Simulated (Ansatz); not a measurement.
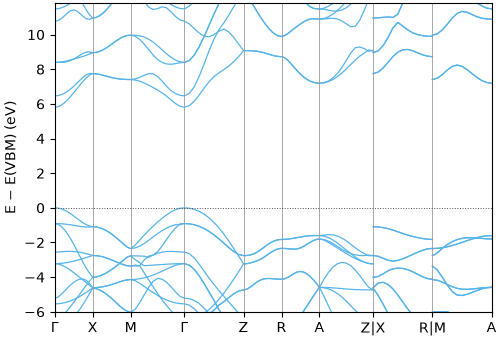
Fig. 1. Band structure from DFT-LDA in the program Ansatz with PAW potentials

Question: Read off the gap and where the band edges lie.

Answer: About 5.8 eV (5.81 eV by a search for the band edges); maximum at Γ, minimum at Γ.

The material is SiO2 (rutile, P4_2/mnm).

This is a known high-pressure phase of the composition, computed here at zero pressure and temperature. The LDA relaxation kept the symmetry of its start; phonons on a q-mesh show no instability.

Potentials: the later of the program's two PAW sets.
